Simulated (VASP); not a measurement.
# CuRu: structure and properties in VASP, part 3 of 3

Aim: relax CuRu, then compute properties on the relaxed cell. The cell is invented: it takes the structure of a Materials Project entry for FeRu (space group 187 there), with some of its atoms replaced by other elements, volume scaled by an estimate. It may not be a known or stable phase.

VASP 6.6.1; r2SCAN; plane waves and PAW (Ru_pv, Cu); invented cell.

Still holding for the runs below: This run has no spin polarisation. Its electron count is odd, so without a moment it is a metal by construction. The k-mesh is coarse for a metal.

So far. Step 5 (Total and projected DOS (r2SCAN)): The finer mesh and the other smearing move the Fermi level by -0.09 eV from the 8×8×5 run, one measure of the sampling error in the zero of the bands above. Of the states within 0.3 eV of the Fermi level, the largest shares in the PAW spheres are Ru d 70 % and Cu d 18 %. The rest lies in smaller channels or between the spheres. Step 7 (Volume scan with r2SCAN): The pressure here is 16.91 GPa.

**8. Volume scan with r2SCAN (run 2)**

Contents of INCAR:

```
SYSTEM = CuRu
PREC = Accurate
ENCUT = 400
EDIFF = 1E-06
NELM = 100
ISMEAR = 0
SIGMA = 0.05
LREAL = .FALSE.
ALGO = Normal
METAGGA = R2SCAN
LASPH = .TRUE.
LORBIT = 11
LWAVE = .FALSE.
LCHARG = .FALSE.
ISIF = 2
```

Contents of POSCAR:

```
CuRu
1.0
    2.5809180300     -0.0000000112      0.0000000000
   -1.2904585414      2.2351402952      0.0000000000
    0.0000000000      0.0000000000      4.2626096316
Ru Cu
1 1
Direct
    0.6666666700      0.3333333300      0.0000000000
    0.0000000000      0.0000000000      0.5000000000
```

Contents of KPOINTS:

```
Automatic mesh
0
Gamma
8 8 5
0 0 0
```

The projector-augmented-wave data sets are Ru_pv and Cu (PBE family, release 64).

The run is started by

```
mpirun -np 1 vasp_std
```

The program printed:

```text
[... set-up lines as in an earlier step ...]
 entering main loop
       N       E                     dE             d eps       ncg     rms          rms(c)
DAV:   1     0.123774481428E+03    0.12377E+03   -0.12913E+04  1040   0.196E+03
DAV:   2    -0.399331869004E+02   -0.16371E+03   -0.16105E+03   992   0.395E+02
DAV:   3    -0.436853174336E+02   -0.37521E+01   -0.37118E+01  1184   0.715E+01
DAV:   4    -0.437576793694E+02   -0.72362E-01   -0.72190E-01  1288   0.801E+00
DAV:   5    -0.437608764493E+02   -0.31971E-02   -0.31969E-02  1392   0.156E+00    0.205E+01
DAV:   6    -0.400635665924E+02    0.36973E+01   -0.88404E+01  1040   0.247E+02    0.134E+01
DAV:   7    -0.355382164774E+02    0.45254E+01   -0.16003E+01  1192   0.960E+01    0.280E+00
DAV:   8    -0.355029141043E+02    0.35302E-01   -0.12647E+00  1368   0.312E+01    0.168E+00
DAV:   9    -0.354908543954E+02    0.12060E-01   -0.28727E-01  1408   0.152E+01    0.718E-01
DAV:  10    -0.354887398268E+02    0.21146E-02   -0.99669E-02  1216   0.100E+01    0.559E-01
DAV:  11    -0.354849555989E+02    0.37842E-02   -0.32547E-02  1272   0.567E+00    0.117E-01
DAV:  12    -0.354849475399E+02    0.80591E-05   -0.13200E-03  1488   0.636E-01    0.737E-02
DAV:  13    -0.354849000864E+02    0.47453E-04   -0.13745E-04  1384   0.314E-01    0.363E-02
DAV:  14    -0.354848964655E+02    0.36208E-05   -0.14269E-04  1336   0.355E-01    0.139E-02
DAV:  15    -0.354848950172E+02    0.14483E-05   -0.10820E-05  1400   0.746E-02    0.710E-03
DAV:  16    -0.354848944157E+02    0.60150E-06   -0.16353E-06   800   0.390E-02
   1 F= -.35484894E+02 E0= -.35482983E+02  d E =-.382227E-02
```

The job ended after 62 s (1 MPI rank of AMD EPYC 7R43, shared host; peak memory 0.1 GiB).

OUTCAR, selected parts (step 8):

```text
   ENCUT  =  400.0 eV  29.40 Ry    5.42 a.u.   4.21  4.21  6.95*2*pi/ulx,y,z

   NELECT =      25.0000    total number of electrons

 E-fermi :  10.7420

 k-point     1 :       0.0000    0.0000    0.0000
  band No.  band energies     occupation
    ...
      9       7.9885      2.00000
     10       7.9886      2.00000
     11       8.5160      2.00000
     12       8.5160      2.00000
     13      10.4974      2.00000
     14      11.5490      0.00000
     15      11.5490      0.00000
     16      18.2674      0.00000

  Total        1.6695501      1.6695497      1.5174694      0.0000003      0.0000000      0.0000000
  in kB      108.7816094    108.7815812     98.8726009      0.0000226      0.0000000      0.0000000
  external PRESSURE =     105.4785971 kB  Pullay stress =       0.0000000 kB

 POSITION                                       TOTAL-FORCE (eV/Angst)
 -----------------------------------------------------------------------------------
      1.29046      0.74505      0.00000         0.000000     -0.000000      0.000000
      0.00000      0.00000      2.13130        -0.000000      0.000000      0.000000
 -----------------------------------------------------------------------------------
    total drift:                               -0.000018      0.000013      0.000000

  FREE ENERGIE OF THE ION-ELECTRON SYSTEM (eV)
  ---------------------------------------------------
  free  energy   TOTEN  =       -35.4848944157 eV

  energy  without entropy=      -35.4810721420  energy(sigma->0) =      -35.48298328

[... 3 parts as in an earlier step ...]

[... 13 further parts left out ...]
```

Numbers from this step:

```yaml
scf_cycles: 16
free_energy_toten: -35.48 eV
energy_at_zero_smearing: -35.48 eV
fermi_energy: 10.74 eV
pressure: 10.55 GPa
```

The pressure falls from 16.91 to 10.55 GPa.

The run ends at a pressure of 10.55 GPa.

**9. Volume scan with r2SCAN (run 3)**

INCAR is that of step 8.

Contents of POSCAR:

```
CuRu
1.0
    2.5987180272     -0.0000000113      0.0000000000
   -1.2993585367      2.2505555429      0.0000000000
    0.0000000000      0.0000000000      4.2920078684
Ru Cu
1 1
Direct
    0.6666666700      0.3333333300      0.0000000000
    0.0000000000      0.0000000000      0.5000000000
```

KPOINTS is that of step 8.

The run is started by

```
mpirun -np 1 vasp_std
```

The program printed:

```text
[... set-up lines as in an earlier step ...]
 entering main loop
       N       E                     dE             d eps       ncg     rms          rms(c)
DAV:   1     0.122846623484E+03    0.12285E+03   -0.12863E+04  1088   0.196E+03
DAV:   2    -0.401180994785E+02   -0.16296E+03   -0.16078E+03  1008   0.393E+02
DAV:   3    -0.437540473340E+02   -0.36359E+01   -0.35717E+01  1208   0.696E+01
DAV:   4    -0.438142743950E+02   -0.60227E-01   -0.60157E-01  1304   0.731E+00
[...]
DAV:  15    -0.355128411194E+02    0.46618E-05   -0.26036E-05  1432   0.120E-01    0.108E-02
DAV:  16    -0.355128397987E+02    0.13208E-05   -0.23209E-06   936   0.420E-02    0.556E-03
DAV:  17    -0.355128397208E+02    0.77918E-07   -0.12303E-06   728   0.292E-02
   1 F= -.35512840E+02 E0= -.35510573E+02  d E =-.453349E-02
```

It took 65 s on 1 MPI rank; peak memory 0.1 GiB.

From OUTCAR (step 9):

```text
  Total        0.7915932      0.7915930      0.7350613      0.0000002     -0.0000000      0.0000000
  in kB       50.5246404     50.5246273     46.9164086      0.0000105     -0.0000000      0.0000000
  external PRESSURE =      49.3218921 kB  Pullay stress =       0.0000000 kB

 POSITION                                       TOTAL-FORCE (eV/Angst)
 -----------------------------------------------------------------------------------
      1.29936      0.75019      0.00000        -0.000000      0.000000      0.000000
      0.00000      0.00000      2.14600         0.000000     -0.000000      0.000000
 -----------------------------------------------------------------------------------
    total drift:                               -0.000018      0.000013      0.000000

  FREE ENERGIE OF THE ION-ELECTRON SYSTEM (eV)
  ---------------------------------------------------
  free  energy   TOTEN  =       -35.5128397208 eV

  energy  without entropy=      -35.5083062302  energy(sigma->0) =      -35.51057298

[... 1 part as in an earlier step ...]

[... 2 further parts left out ...]
[key lines of the parts left out:]
E-fermi :  10.4013
```

The pressure falls from 10.55 to 4.93 GPa.

The run ends at a pressure of 4.93 GPa.

**10. Volume scan with r2SCAN (run 4)**

INCAR is that of step 9.

Contents of POSCAR:

```
CuRu
1.0
    2.6162774654     -0.0000000114      0.0000000000
   -1.3081382526      2.2657624606      0.0000000000
    0.0000000000      0.0000000000      4.3210088013
Ru Cu
1 1
Direct
    0.6666666700      0.3333333300      0.0000000000
    0.0000000000      0.0000000000      0.5000000000
```

KPOINTS is that of step 9.

The run is started by

```
mpirun -np 1 vasp_std
```

The program printed:

```text
[... set-up lines as in an earlier step ...]
 entering main loop
       N       E                     dE             d eps       ncg     rms          rms(c)
[... 17 cycles as in an earlier step ...]
   1 F= -.35523557E+02 E0= -.35520919E+02  d E =-.527587E-02
```

Run time: 74 s. Hardware: 1 MPI rank; peak memory 0.1 GiB.

Parts of OUTCAR (step 10):

```text
[... 6 parts as in an earlier step ...]

[... 1 further part left out ...]
[key lines of the parts left out:]
E-fermi :  10.0749
```

The pressure falls from 4.93 to -0.09 GPa, so it vanishes between these two volumes.

**11. Volume scan with r2SCAN (run 5)**

INCAR is that of step 10.

Contents of POSCAR:

```
CuRu
1.0
    2.6336043112     -0.0000000115      0.0000000000
   -1.3168016723      2.2807679473      0.0000000000
    0.0000000000      0.0000000000      4.3496255876
Ru Cu
1 1
Direct
    0.6666666700      0.3333333300      0.0000000000
    0.0000000000      0.0000000000      0.5000000000
```

KPOINTS is that of step 10.

The run is started by

```
mpirun -np 1 vasp_std
```

The program printed:

```text
[... set-up lines as in an earlier step ...]
 entering main loop
       N       E                     dE             d eps       ncg     rms          rms(c)
DAV:   1     0.126277411726E+03    0.12628E+03   -0.12914E+04  1072   0.194E+03
DAV:   2    -0.398286423926E+02   -0.16611E+03   -0.16353E+03   992   0.396E+02
DAV:   3    -0.437977810692E+02   -0.39691E+01   -0.39242E+01  1224   0.716E+01
DAV:   4    -0.438653991613E+02   -0.67618E-01   -0.67495E-01  1208   0.790E+00
[...]
DAV:  15    -0.355196933472E+02    0.35760E-05   -0.19827E-05  1384   0.854E-02    0.135E-02
DAV:  16    -0.355196915925E+02    0.17547E-05   -0.27245E-06   880   0.404E-02    0.746E-03
DAV:  17    -0.355196910947E+02    0.49778E-06   -0.21510E-06   744   0.375E-02
   1 F= -.35519691E+02 E0= -.35516697E+02  d E =-.598782E-02
```

Wall time 62 s (1 MPI rank); peak memory 0.1 GiB.

OUTCAR, selected parts (step 11):

```text
  Total       -0.7739485     -0.7739483     -0.6693355     -0.0000002     -0.0000000      0.0000000
  in kB      -47.4612475    -47.4612352    -41.0460102     -0.0000098     -0.0000000      0.0000000
  external PRESSURE =     -45.3228309 kB  Pullay stress =       0.0000000 kB

 POSITION                                       TOTAL-FORCE (eV/Angst)
 -----------------------------------------------------------------------------------
      1.31680      0.76026      0.00000         0.000000     -0.000000      0.000000
      0.00000      0.00000      2.17481        -0.000000      0.000000      0.000000
 -----------------------------------------------------------------------------------
    total drift:                               -0.000016      0.000012      0.000000

  FREE ENERGIE OF THE ION-ELECTRON SYSTEM (eV)
  ---------------------------------------------------
  free  energy   TOTEN  =       -35.5196910947 eV

  energy  without entropy=      -35.5137032720  energy(sigma->0) =      -35.51669718

[... 1 part as in an earlier step ...]

[... 2 further parts left out ...]
[key lines of the parts left out:]
E-fermi :   9.7616
```

The pressure falls from -0.09 to -4.53 GPa.

The run ends at a pressure of -4.53 GPa.

**12. Volume scan with r2SCAN (run 6)**

INCAR is that of step 11.

Contents of POSCAR:

```
CuRu
1.0
    2.6507061171     -0.0000000116      0.0000000000
   -1.3253525721      2.2955785438      0.0000000000
    0.0000000000      0.0000000000      4.3778707010
Ru Cu
1 1
Direct
    0.6666666700      0.3333333300      0.0000000000
    0.0000000000      0.0000000000      0.5000000000
```

KPOINTS is that of step 11.

The run is started by

```
mpirun -np 1 vasp_std
```

The program printed:

```text
[... set-up lines as in an earlier step ...]
 entering main loop
       N       E                     dE             d eps       ncg     rms          rms(c)
DAV:   1     0.133235963259E+03    0.13324E+03   -0.12921E+04  1032   0.193E+03
DAV:   2    -0.399337822889E+02   -0.17317E+03   -0.17055E+03  1008   0.400E+02
DAV:   3    -0.437978886479E+02   -0.38641E+01   -0.38397E+01  1200   0.719E+01
DAV:   4    -0.438676236802E+02   -0.69735E-01   -0.69700E-01  1280   0.790E+00
[...]
DAV:  15    -0.355021742849E+02    0.30557E-05   -0.69734E-06  1384   0.581E-02    0.147E-02
DAV:  16    -0.355021715380E+02    0.27468E-05   -0.72588E-06  1008   0.705E-02    0.405E-03
DAV:  17    -0.355021712175E+02    0.32050E-06   -0.97026E-07   624   0.188E-02
   1 F= -.35502171E+02 E0= -.35498853E+02  d E =-.663603E-02
```

Run time: 90 s. Hardware: 1 MPI rank; peak memory 0.1 GiB.

From OUTCAR (step 12):

```text
  Total       -1.4599880     -1.4599876     -1.3139128     -0.0000003      0.0000000     -0.0000000
  in kB      -87.8098419    -87.8098191    -79.0242641     -0.0000182      0.0000000     -0.0000000
  external PRESSURE =     -84.8813084 kB  Pullay stress =       0.0000000 kB

 POSITION                                       TOTAL-FORCE (eV/Angst)
 -----------------------------------------------------------------------------------
      1.32535      0.76519      0.00000        -0.000000      0.000000      0.000000
      0.00000      0.00000      2.18894         0.000000     -0.000000      0.000000
 -----------------------------------------------------------------------------------
    total drift:                               -0.000013      0.000010      0.000000

  FREE ENERGIE OF THE ION-ELECTRON SYSTEM (eV)
  ---------------------------------------------------
  free  energy   TOTEN  =       -35.5021712175 eV

  energy  without entropy=      -35.4955351834  energy(sigma->0) =      -35.49885320

[... 1 part as in an earlier step ...]

[... 2 further parts left out ...]
[key lines of the parts left out:]
E-fermi :   9.4613
```

The pressure falls from -4.53 to -8.49 GPa.

The run ends at a pressure of -8.49 GPa.

**13. Volume scan with r2SCAN (run 7)**

A prediction first. A parabola through the 6 pressures of evenly scaled cells so far, P = -0.10 -237.1 t +606 t² GPa with t = ln(V/V₁) and V₁ the volume at scale 1, gives -11.86 GPa at t = +0.0583.

INCAR is that of step 12.

Contents of POSCAR:

```
CuRu
1.0
    2.6675900507     -0.0000000116      0.0000000000
   -1.3337945359      2.3102004574      0.0000000000
    0.0000000000      0.0000000000      4.4057559796
Ru Cu
1 1
Direct
    0.6666666700      0.3333333300      0.0000000000
    0.0000000000      0.0000000000      0.5000000000
```

KPOINTS is that of step 12.

The run is started by

```
mpirun -np 1 vasp_std
```

The program printed:

```text
[... set-up lines as in an earlier step ...]
 entering main loop
       N       E                     dE             d eps       ncg     rms          rms(c)
DAV:   1     0.118430616582E+03    0.11843E+03   -0.12790E+04  1056   0.189E+03
DAV:   2    -0.402300790345E+02   -0.15866E+03   -0.15626E+03  1000   0.385E+02
DAV:   3    -0.437772275832E+02   -0.35471E+01   -0.35202E+01  1144   0.683E+01
DAV:   4    -0.438547507945E+02   -0.77523E-01   -0.77435E-01  1296   0.816E+00
[...]
DAV:  15    -0.354723287873E+02    0.44031E-06   -0.10232E-05  1352   0.417E-02    0.815E-03
DAV:  16    -0.354723276207E+02    0.11665E-05   -0.19861E-06   792   0.413E-02    0.271E-03
DAV:  17    -0.354723278677E+02   -0.24697E-06   -0.41811E-07   624   0.655E-03
   1 F= -.35472328E+02 E0= -.35468716E+02  d E =-.722403E-02
```

Wall time 97 s (1 MPI rank); peak memory 0.1 GiB.

Parts of OUTCAR (step 13):

```text
  Total       -2.1101796     -2.1101791     -1.9064785     -0.0000004      0.0000000      0.0000000
  in kB     -124.5204883   -124.5204561   -112.5002035     -0.0000258      0.0000000      0.0000000
  external PRESSURE =    -120.5137159 kB  Pullay stress =       0.0000000 kB

 POSITION                                       TOTAL-FORCE (eV/Angst)
 -----------------------------------------------------------------------------------
      1.33380      0.77007      0.00000        -0.000000      0.000000      0.000000
      0.00000      0.00000      2.20288         0.000000     -0.000000      0.000000
 -----------------------------------------------------------------------------------
    total drift:                               -0.000013      0.000010      0.000000

  FREE ENERGIE OF THE ION-ELECTRON SYSTEM (eV)
  ---------------------------------------------------
  free  energy   TOTEN  =       -35.4723278677 eV

  energy  without entropy=      -35.4651038329  energy(sigma->0) =      -35.46871585

[... 1 part as in an earlier step ...]

[... 2 further parts left out ...]
[key lines of the parts left out:]
E-fermi :   9.1729
```

The pressure falls from -8.49 to -12.05 GPa. The parabola predicted -11.86 GPa, +0.19 GPa off.

**14. The series together**

Times are for 1 MPI rank of AMD EPYC 7R43, shared host. The runs compared:

```csv
no.,volume scale,energy above the lowest point (meV/atom),pressure (GPa),time,memory (GiB)
1,0.94,42.49,16.91,58 s,0.1
2,0.96,18.97,10.55,62 s,0.1
3,0.98,5.17,4.932,65 s,0.1
4,1,0,-0.09046,74 s,0.1
5,1.02,2.11,-4.532,62 s,0.1
6,1.04,11.03,-8.488,90 s,0.1
7,1.06,26.1,-12.05,97 s,0.1
```

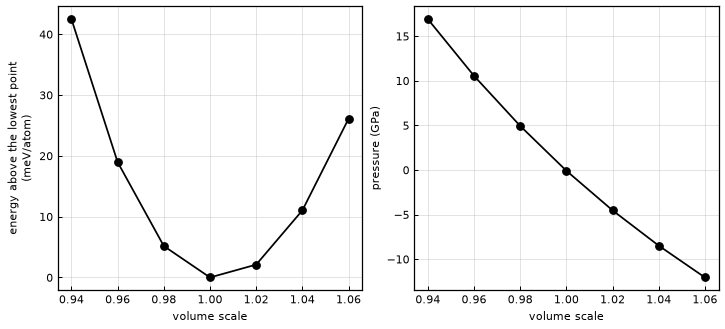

The series as plots.

**15. Fit for r2SCAN**

This step: Birch-Murnaghan fit, r2SCAN; plane waves and PAW; invented cell (VASP 6.6.1).

This step runs nothing: it gathers the runs above.

Numbers from this step:

* pressure derivative of the bulk modulus: 4.936
* r.m.s. error of the fit: 6.29e-5 eV/atom
* minimum inside the sampled range: yes
* bulk modulus: 232.2 GPa
* equilibrium volume of the fit: 12.85 Å³/atom

Energy above the fitted minimum against volume:

```csv
volume (Å³/atom),energy above the fitted minimum (eV/atom)
12.039,0.0427
12.295,0.0192
12.551,0.00542
12.807,2.5e-4
13.063,0.00236
13.319,0.0113
13.576,0.0263
```

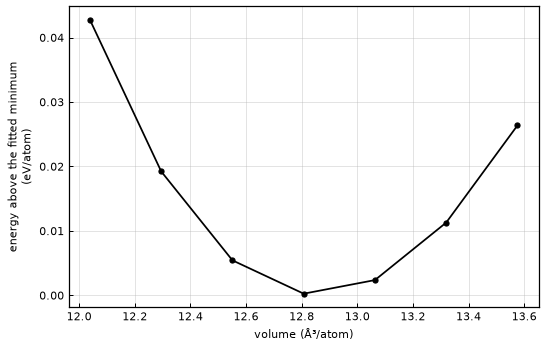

Energy above the fitted minimum, plotted against volume.

The fitted volume lies +0.37 % from the relaxed one. At a finite cutoff and mesh the minimum of the energy and the zero of the stress don't quite coincide, and the relaxation stops at a threshold.

**16. Results**

| Item | Value |
| --- | --- |
| relaxed volume | 12.81 Å³/atom |
| relaxed conventional cell a, b, c | 2.616, 2.616, 4.321 Å; angles 90.0, 90.0, 120.0° |
| space group after relaxing, within 0.02 Å | P-6m2 (No. 187) |
| band gap | none, a metal |
| DOS at the Fermi level | 2.70 states/eV/cell |
| bulk modulus from the fit | 232 GPa |
| volume from the fit | 12.9 Å³/atom |

With r2SCAN, CuRu relaxes to 12.81 Å³/atom in space group P-6m2 (held by the symmetry of the run), comes out as a metal and has a bulk modulus of 232 GPa at fixed shape and positions, an upper bound. Not obtained: elastic tensor by finite strains (r2SCAN), because the run hit its time limit. Band structure (r2SCAN): Of the bands kept, 2 cross the Fermi level on this path. Spin-orbit coupling is left out; it would split some degenerate bands. The k-sampling is coarse for a metal, so the Fermi level, pressures and the shape of the cell carry errors. With an odd electron count and no spin the cell is a metal by construction. No search among competing phases was made. All values are for a static lattice at zero temperature.

[Lines on the potential files, build, host, timing and source positions are cut from VASP's logs without a mark.]

[Logs are printed without paths, hosts, clocks, repeated set-up lines and the standing remarks that a program may print on its own settings, such as how far it seeks lower states.]

[Hosts, paths, dates, database ids (printed as entryN), source tags and the programs' standing remarks are cut or masked in the printed files.]

[A measured line is paired with the nearest computed mode of its activity, which favours agreement.]
